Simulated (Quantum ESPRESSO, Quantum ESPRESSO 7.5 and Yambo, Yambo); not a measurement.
## CdF2 (Fm-3m): G0W0 with Yambo, start to end

How does a plane-wave GW calculation on CdF2 (Fm-3m) run from the first input to the gap?

Main program and level: Quantum ESPRESSO 7.5 and Yambo 5.3.0; PBE and many-body steps on it, plane waves.

## (1) The starting structure

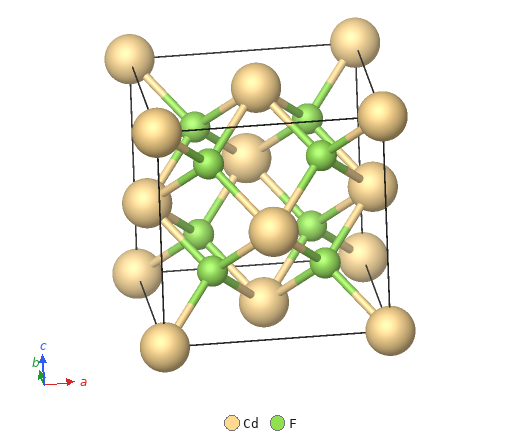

The cell as given, slightly off an axis (cadmium orange, fluorine green). This picture shows the conventional cell, with its axes. Some periodic images of atoms are drawn too.

As a file:

```cif
data_structure
_symmetry_space_group_name_H-M 'P 1'
_symmetry_Int_Tables_number 1
_cell_length_a 3.8099
_cell_length_b 3.8099
_cell_length_c 3.8099
_cell_angle_alpha 60.000
_cell_angle_beta 60.000
_cell_angle_gamma 60.000
_cell_volume 39.10
loop_
_atom_site_label
_atom_site_type_symbol
_atom_site_fract_x
_atom_site_fract_y
_atom_site_fract_z
_atom_site_occupancy
Cd1 Cd 0.00000 0.00000 0.00000 1
F2 F 0.25000 0.25000 0.25000 1
F3 F 0.75000 0.75000 0.75000 1
```

The cell and positions come from the Crystallography Open Database and are kept as given unless a step says otherwise.

## (2) Ground state

This step: Quantum ESPRESSO 7.5; DFT, PBE with spin-orbit coupling, plane waves, norm-conserving pseudopotentials.

The ground-state density comes first.

Input file pw.in:

```
&control
  calculation = 'scf'
  prefix = 'x'
  outdir = 'o'
  pseudo_dir = 'pseudo'
/
&system
  ibrav = 0
  nat = 3
  ntyp = 2
  ecutwfc = 94.0
  nbnd = 44
  force_symmorphic = .true.
  noncolin = .true.
  lspinorb = .true.
/
&electrons
  conv_thr = 1e-10
  electron_maxstep = 80
  mixing_beta = 0.5
/
ATOMIC_SPECIES
  Cd 112.41 Cd.upf
  F 18.998 F.upf
CELL_PARAMETERS angstrom
  0.0000000000 2.6940000000 2.6940000000
  2.6940000000 0.0000000000 2.6940000000
  2.6940000000 2.6940000000 -0.0000000000
ATOMIC_POSITIONS crystal
  Cd 0.0000000000 0.0000000000 0.0000000000
  F 0.2500000000 0.2500000000 0.2500000000
  F 0.7500000000 0.7500000000 0.7500000000
K_POINTS automatic
  6 6 6 0 0 0
```

The run is started by

```console
> OMP_NUM_THREADS=1 mpirun -n 4 pw.x -nk 4 -in pw.in > pw.out
```

The program printed:

```text
Program PWSCF v.7.5 starts

     This program is part of the open-source Quantum ESPRESSO suite
     for quantum simulation of materials; please cite
         "P. Giannozzi et al., J. Phys.:Condens. Matter 21 395502 (2009);
         "P. Giannozzi et al., J. Phys.:Condens. Matter 29 465901 (2017);
         "P. Giannozzi et al., J. Chem. Phys. 152 154105 (2020);
     in publications or presentations arising from this work. More details at
     Message from routine setup:
     using ibrav=0 with symmetry is DISCOURAGED, use correct ibrav instead

     G-vector sticks info

     bravais-lattice index     =            0
     lattice parameter (alat)  =       7.1997  a.u.
     unit-cell volume          =     263.8878 (a.u.)^3
     number of atoms/cell      =            3
     number of atomic types    =            2
     number of electrons       =        34.00
     number of Kohn-Sham states=           44
     kinetic-energy cutoff     =      94.0000  Ry
     charge density cutoff     =     376.0000  Ry
     scf convergence threshold =      1.0E-10
     mixing beta               =       0.5000
     number of iterations used =            8  plain     mixing
     Exchange-correlation= PBE
                           (   1   4   3   4   0   0   0)
     Non magnetic calculation with spin-orbit

     celldm(1)=   7.199651  celldm(2)=   0.000000  celldm(3)=   0.000000
     celldm(4)=   0.000000  celldm(5)=   0.000000  celldm(6)=   0.000000

     crystal axes: (cart. coord. in units of alat)
               a(1) = (   0.000000   0.707107   0.707107 )
               a(2) = (   0.707107   0.000000   0.707107 )
               a(3) = (   0.707107   0.707107  -0.000000 )

     reciprocal axes: (cart. coord. in units 2 pi/alat)
               b(1) = ( -0.707107  0.707107  0.707107 )
               b(2) = (  0.707107 -0.707107  0.707107 )
               b(3) = (  0.707107  0.707107 -0.707107 )
     Pseudo is Norm-conserving + core correction, Zval = 20.0
     Generated using ONCVPSP code by D. R. Hamann
     Using radial grid of 1368 points, 10 beta functions with:
     Pseudo is Norm-conserving + core correction, Zval =  7.0
     Generated using ONCVPSP code by D. R. Hamann
     Using radial grid of  832 points,  8 beta functions with:
     Cd               20.00   112.41000     Cd( 1.00)
     F                 7.00    18.99800     F ( 1.00)

     48 Sym. Ops., with inversion, found

   Cartesian axes

     site n.     atom                  positions (alat units)
         1        Cd     tau(   1) = (   0.0000000   0.0000000   0.0000000  )
         2        F      tau(   2) = (   0.3535534   0.3535534   0.3535534  )
         3        F      tau(   3) = (   1.0606602   1.0606602   1.0606602  )

     number of k points=    16
                       cart. coord. in units 2pi/alat
        k(    1) = (   0.0000000   0.0000000   0.0000000), wk =   0.0046296
        k(    2) = (   0.1178511   0.1178511  -0.1178511), wk =   0.0370370
        k(    3) = (   0.2357023   0.2357023  -0.2357023), wk =   0.0370370
        k(    4) = (  -0.3535534  -0.3535534   0.3535534), wk =   0.0185185
        k(    5) = (   0.2357023   0.0000000  -0.0000000), wk =   0.0277778
        k(    6) = (   0.3535534   0.1178511  -0.1178511), wk =   0.1111111
        k(    7) = (  -0.2357023  -0.4714045   0.4714045), wk =   0.1111111
        k(    8) = (  -0.1178511  -0.3535534   0.3535534), wk =   0.1111111
        k(    9) = (   0.0000000  -0.2357023   0.2357023), wk =   0.0555556
        k(   10) = (   0.4714045   0.0000000  -0.0000000), wk =   0.0277778
     [... 4 further rows ...]
        k(   15) = (  -0.1178511  -0.3535534   0.5892557), wk =   0.1111111
        k(   16) = (  -0.7071068   0.2357023   0.0000000), wk =   0.0555556

     Dense  grid:    32647 G-vectors     FFT dimensions: (  45,  45,  45)

     Initial potential from superposition of free atoms

     starting charge      33.9997, renormalised to      34.0000
     Starting wfcs are   36 randomized atomic wfcs +    8 random wfcs

     per-process dynamical memory:    69.3 Mb

     Self-consistent Calculation

     iteration #  1     ecut=    94.00 Ry     beta= 0.50

     total energy              =    -449.24349863 Ry
     estimated scf accuracy    <       0.38821527 Ry

     iteration #  2     ecut=    94.00 Ry     beta= 0.50

     total energy              =    -449.35372240 Ry
     estimated scf accuracy    <       0.06890769 Ry

     iteration #  3     ecut=    94.00 Ry     beta= 0.50

     total energy              =    -449.36470722 Ry
     estimated scf accuracy    <       0.00413292 Ry

     iteration #  4     ecut=    94.00 Ry     beta= 0.50

     total energy              =    -449.36511788 Ry
     estimated scf accuracy    <       0.00005846 Ry

     iteration #  5     ecut=    94.00 Ry     beta= 0.50

     total energy              =    -449.36513727 Ry
     estimated scf accuracy    <       0.00001198 Ry

     iteration #  6     ecut=    94.00 Ry     beta= 0.50

     total energy              =    -449.36513888 Ry
     estimated scf accuracy    <       0.00000380 Ry

     iteration #  7     ecut=    94.00 Ry     beta= 0.50

     total energy              =    -449.36513980 Ry
     estimated scf accuracy    <       0.00000020 Ry

     iteration #  8     ecut=    94.00 Ry     beta= 0.50

     total energy              =    -449.36513978 Ry
     estimated scf accuracy    <       0.00000006 Ry

     iteration #  9     ecut=    94.00 Ry     beta= 0.50

     total energy              =    -449.36513980 Ry
     estimated scf accuracy    <          6.6E-10 Ry

     iteration # 10     ecut=    94.00 Ry     beta= 0.50

     total energy              =    -449.36513980 Ry
     estimated scf accuracy    <          2.2E-10 Ry

     iteration # 11     ecut=    94.00 Ry     beta= 0.50

     End of self-consistent calculation

          k = 0.0000 0.0000 0.0000 (  4015 PWs)   bands (ev):

   -91.8308 -91.8308 -56.9672 -56.9672 -51.1619 -51.1619 -51.1619 -51.1619
   -14.1961 -14.1961 -13.0953 -13.0953   0.8051   0.8051   0.8051   0.8051
     1.1136   1.1136   2.1964   2.1964   2.1964   2.1964   5.5074   5.5074
     5.5907   5.5907   5.5907   5.5907   6.0172   6.0172   6.0172   6.0172
     6.1277   6.1277   9.6622   9.6622  18.8709  18.8709  19.4628  19.4628
    19.4628  19.4628  24.2308  24.2308

          k = 0.1179 0.1179-0.1179 (  4047 PWs)   bands (ev):

   -91.8308 -91.8308 -56.9675 -56.9675 -51.1625 -51.1625 -51.1621 -51.1621
   -14.1094 -14.1094 -13.1717 -13.1717   0.8800   0.8800   1.0106   1.0106
     1.2977   1.2977   2.1617   2.1617   2.1995   2.1995   4.8459   4.8459
     5.3540   5.3540   5.4133   5.4133   5.8118   5.8118   6.0294   6.0294
     6.1214   6.1214  10.6199  10.6199  18.1236  18.1236  19.4917  19.4917
    19.8655  19.8655  25.6962  25.8418

          k = 0.2357 0.2357-0.2357 (  4068 PWs)   bands (ev):

   -91.8308 -91.8308 -56.9678 -56.9678 -51.1636 -51.1636 -51.1623 -51.1623
   -13.8908 -13.8908 -13.3652 -13.3652   1.0039   1.0039   1.3421   1.3421
     1.7366   1.7366   2.2774   2.2774   2.2854   2.2854   4.0015   4.0015
     4.9155   4.9155   4.9651   4.9651   4.9903   4.9903   6.0709   6.0709
     6.1794   6.1794  12.4896  12.4896  16.6467  16.6467  20.3258  20.3258
    20.7709  20.7709  25.0332  25.0466

          k =-0.3536-0.3536 0.3536 (  4092 PWs)   bands (ev):

     [... further k-points ...]

     highest occupied, lowest unoccupied level (ev):     6.5228    9.6622

!    total energy              =    -449.36513980 Ry
     estimated scf accuracy    <          1.7E-11 Ry

     The total energy is the sum of the following terms:
     one-electron contribution =    -231.60270134 Ry
     hartree contribution      =     131.82113213 Ry
     xc contribution           =     -70.74025118 Ry
     ewald contribution        =    -278.84331940 Ry

     convergence has been achieved in  11 iterations

     XML data file, charge density, pseudopotentials, collected wavefunctions

=------------------------------------------------------------------------------=
   JOB DONE.
=------------------------------------------------------------------------------=
```

It took 43 s on 4 MPI ranks of Intel Xeon Platinum 8259CL at 2.50GHz (Skylake/Cascade Lake), shared host; peak memory 0.57 GiB.

This step gave:

| Quantity | Value |
| --- | --- |
| total energy | -6113.9242 eV |
| gap | 3.139 eV |
| k of the valence top | 0.1667, -0.5, -0.3333 |
| k of the conduction bottom | 0, 0, 0 |
| least direct gap | 3.535 eV |

The gap is indirect, with the least direct gap 0.40 eV higher.

## (3) Bands along the symmetry lines

Levels along a band path, at the cheap level, show where the edges lie and whether the meshes to come will hold them.

Input file pw.in:

```
&control
  calculation = 'bands'
  prefix = 'x'
  outdir = 'o'
  pseudo_dir = 'pseudo'
/
&system
  ibrav = 0
  nat = 3
  ntyp = 2
  ecutwfc = 94.0
  nbnd = 46
  force_symmorphic = .true.
  noncolin = .true.
  lspinorb = .true.
/
&electrons
  conv_thr = 1e-9
  electron_maxstep = 80
  diago_full_acc = .true.
  diago_thr_init = 5e-6
/
ATOMIC_SPECIES
  Cd 112.41 Cd.upf
  F 18.998 F.upf
CELL_PARAMETERS angstrom
  0.0000000000 2.6940000000 2.6940000000
  2.6940000000 0.0000000000 2.6940000000
  2.6940000000 2.6940000000 -0.0000000000
ATOMIC_POSITIONS crystal
  Cd 0.0000000000 0.0000000000 0.0000000000
  F 0.2500000000 0.2500000000 0.2500000000
  F 0.7500000000 0.7500000000 0.7500000000
K_POINTS crystal
  50
  0.00000000 0.00000000 0.00000000 1
  0.06250000 0.00000000 0.06250000 1
  0.12500000 0.00000000 0.12500000 1
  0.18750000 0.00000000 0.18750000 1
  0.25000000 0.00000000 0.25000000 1
  0.31250000 0.00000000 0.31250000 1
  0.37500000 0.00000000 0.37500000 1
  0.43750000 0.00000000 0.43750000 1
  0.50000000 0.00000000 0.50000000 1
  0.51562500 0.03125000 0.51562500 1
  0.53125000 0.06250000 0.53125000 1
  0.54687500 0.09375000 0.54687500 1
  0.56250000 0.12500000 0.56250000 1
  0.57812500 0.15625000 0.57812500 1
  0.59375000 0.18750000 0.59375000 1
  0.60937500 0.21875000 0.60937500 1
  0.62500000 0.25000000 0.62500000 1
  0.37500000 0.37500000 0.75000000 1
  0.32812500 0.32812500 0.65625000 1
  0.28125000 0.28125000 0.56250000 1
  0.23437500 0.23437500 0.46875000 1
  0.18750000 0.18750000 0.37500000 1
  0.14062500 0.14062500 0.28125000 1
  0.09375000 0.09375000 0.18750000 1
  0.04687500 0.04687500 0.09375000 1
  0.00000000 0.00000000 0.00000000 1
  0.06250000 0.06250000 0.06250000 1
  0.12500000 0.12500000 0.12500000 1
  0.18750000 0.18750000 0.18750000 1
  0.25000000 0.25000000 0.25000000 1
  0.31250000 0.31250000 0.31250000 1
  0.37500000 0.37500000 0.37500000 1
  0.43750000 0.43750000 0.43750000 1
  0.50000000 0.50000000 0.50000000 1
  0.50000000 0.46875000 0.53125000 1
  0.50000000 0.43750000 0.56250000 1
  0.50000000 0.40625000 0.59375000 1
  0.50000000 0.37500000 0.62500000 1
  0.50000000 0.34375000 0.65625000 1
  0.50000000 0.31250000 0.68750000 1
  0.50000000 0.28125000 0.71875000 1
  0.50000000 0.25000000 0.75000000 1
  0.50000000 0.21875000 0.71875000 1
  0.50000000 0.18750000 0.68750000 1
  0.50000000 0.15625000 0.65625000 1
  0.50000000 0.12500000 0.62500000 1
  0.50000000 0.09375000 0.59375000 1
  0.50000000 0.06250000 0.56250000 1
  0.50000000 0.03125000 0.53125000 1
  0.50000000 0.00000000 0.50000000 1
```

The program printed:

```text
[banner, memory and clock lines left out]
Program PWSCF v.7.5 starts

     Atomic positions and unit cell read from directory:
     o/x.save/

     Message from routine setup:
     using ibrav=0 with symmetry is DISCOURAGED, use correct ibrav instead

     G-vector sticks info

     bravais-lattice index     =            0
     lattice parameter (alat)  =       7.1997  a.u.
     unit-cell volume          =     263.8878 (a.u.)^3
     number of atoms/cell      =            3
     number of atomic types    =            2
     number of electrons       =        34.00
     number of Kohn-Sham states=           46
     kinetic-energy cutoff     =      94.0000  Ry
     charge density cutoff     =     376.0000  Ry
     Exchange-correlation= PBE
                           (   1   4   3   4   0   0   0)
     Non magnetic calculation with spin-orbit

     celldm(1)=   7.199651  celldm(2)=   0.000000  celldm(3)=   0.000000
     celldm(4)=   0.000000  celldm(5)=   0.000000  celldm(6)=   0.000000

     crystal axes: (cart. coord. in units of alat)
               a(1) = (   0.000000   0.707107   0.707107 )
               a(2) = (   0.707107   0.000000   0.707107 )
               a(3) = (   0.707107   0.707107  -0.000000 )

     reciprocal axes: (cart. coord. in units 2 pi/alat)
               b(1) = ( -0.707107  0.707107  0.707107 )
               b(2) = (  0.707107 -0.707107  0.707107 )
               b(3) = (  0.707107  0.707107 -0.707107 )
     Pseudo is Norm-conserving + core correction, Zval = 20.0
     Generated using ONCVPSP code by D. R. Hamann
     Using radial grid of 1368 points, 10 beta functions with:
     Pseudo is Norm-conserving + core correction, Zval =  7.0
     Generated using ONCVPSP code by D. R. Hamann
     Using radial grid of  832 points,  8 beta functions with:
     Cd               20.00   112.41000     Cd( 1.00)
     F                 7.00    18.99800     F ( 1.00)

     48 Sym. Ops., with inversion, found

   Cartesian axes

     site n.     atom                  positions (alat units)
         1        Cd     tau(   1) = (   0.0000000   0.0000000   0.0000000  )
         2        F      tau(   2) = (   0.3535534   0.3535534   0.3535534  )
         3        F      tau(   3) = (   1.0606602   1.0606602   1.0606602  )

     number of k points=    50
                       cart. coord. in units 2pi/alat
        k(    1) = (   0.0000000   0.0000000   0.0000000), wk =   0.0200000
        k(    2) = (   0.0000000   0.0883883   0.0000000), wk =   0.0200000
        k(    3) = (   0.0000000   0.1767767   0.0000000), wk =   0.0200000
[...]
[... 38 further rows ...]
        k(   49) = (   0.0441942   0.7071068   0.0000000), wk =   0.0200000
        k(   50) = (   0.0000000   0.7071068   0.0000000), wk =   0.0200000

     Dense  grid:    32647 G-vectors     FFT dimensions: (  45,  45,  45)

     The potential is recalculated from file :
     o/x.save/charge-density

     Starting wfcs are   36 randomized atomic wfcs +   10 random wfcs

     Band Structure Calculation

     End of band structure calculation

          k = 0.0000 0.0000 0.0000 (  4015 PWs)   bands (ev):

   -91.8308 -91.8308 -56.9673 -56.9673 -51.1620 -51.1620 -51.1620 -51.1620
   -14.1961 -14.1961 -13.0952 -13.0952   0.8051   0.8051   0.8051   0.8051
     1.1136   1.1136   2.1963   2.1963   2.1963   2.1963   5.5075   5.5075
[...]
19.4628  19.4628  24.2308  24.2308  26.4782  26.4782

          k = 0.0000 0.0884 0.0000 (  4035 PWs)   bands (ev):

[...]
19.5311  19.5311  24.6143  24.6143  26.1582  26.1583

          k = 0.0000 0.1768 0.0000 (  4047 PWs)   bands (ev):

[...]
19.7213  19.7213  24.7576  24.7576  26.2268  26.2270

          k =-0.0000 0.2652 0.0000 (  4048 PWs)   bands (ev):

[...]
k = 0.0000 0.4419-0.0000 (  4056 PWs)   bands (ev):

[...]
k =-0.0000 0.5303 0.0000 (  4064 PWs)   bands (ev):

[...]
k = 0.0000 0.6187-0.0000 (  4064 PWs)   bands (ev):

[...]
k = 0.4640 0.4640-0.0000 (  4075 PWs)   bands (ev):

[...]
k = 0.3315 0.3315-0.0000 (  4063 PWs)   bands (ev):

[...]
k = 0.3094 0.7071-0.0000 (  4080 PWs)   bands (ev):

[...]
k = 0.2210 0.7071-0.0000 (  4074 PWs)   bands (ev):

[...]
k = 0.1768 0.7071-0.0000 (  4062 PWs)   bands (ev):

[...]
k = 0.0442 0.7071 0.0000 (  4076 PWs)   bands (ev):

[...]
20.6584  20.6584  20.9920  20.9920  26.0962  26.0962

          k = 0.0000 0.7071 0.0000 (  4088 PWs)   bands (ev):

[...]
3.5894   3.5894   3.5994   3.5994   6.0287   6.0287   6.4118   6.4118
     6.4920   6.4920  14.5771  14.5771  16.2259  16.2259  18.5016  18.5016
    20.6736  20.6736  20.9834  20.9834  26.0355  26.0356

     XML data file, pseudopotentials, collected wavefunctions
```

Run time: 41 s. Hardware: 4 MPI ranks; peak memory 0.4 GiB; 2.7 min of CPU time.

Numbers from this step:

| Property | Result |
| --- | --- |
| gap | 3.120 eV |
| k of the valence top | 0.5, 0.25, 0.75 |
| k of the conduction bottom | 0, 0, 0 |
| least direct gap | 3.535 eV |

The gap is 3.120 eV, −0.019 eV from the run before at this level.

Electronic bands along the path, in eV, zero at the top of the highest filled band:

```tsv
point	band 31	band 32	band 33	band 34	band 35	band 36	band 37	band 38
Γ	-0.52	-0.52	-0.41	-0.41	3.12	3.12	12.33	12.33
X	-0.13	-0.13	-0.05	-0.05	8.04	8.04	9.68	9.68
U	-0.35	-0.35	-0.19	-0.19	7.99	7.99	10.75	10.75
jump to K	-0.35	-0.35	-0.19	-0.19	7.99	7.99	10.75	10.75
Γ	-0.52	-0.52	-0.41	-0.41	3.12	3.12	12.33	12.33
L	-0.45	-0.45	-0.33	-0.33	7.20	7.20	9.17	9.17
W	-0.60	-0.60	0.00	0.00	8.10	8.10	11.47	11.47
X	-0.13	-0.13	-0.05	-0.05	8.04	8.04	9.68	9.68
```

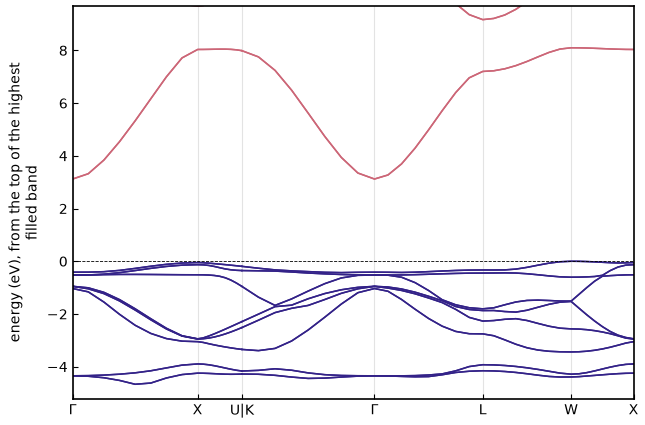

Electronic bands along the path; lines of filled and empty bands in two colours.

(Continued in part 2 of 3.)

[Paths, hosts, dates, memory and timing lines, banners, echoed tables and standing remarks are left out of the program output.]

[Logs are printed without paths, hosts, clocks, repeated set-up lines and the standing remarks that a program may print on its own settings, such as how far it seeks lower states.]

[Runs of the session that timed out or met a known fault of the program may be left out.]

[Hosts, paths, dates, database ids (printed as entryN), source tags and the programs' standing remarks are cut or masked in the printed files.]
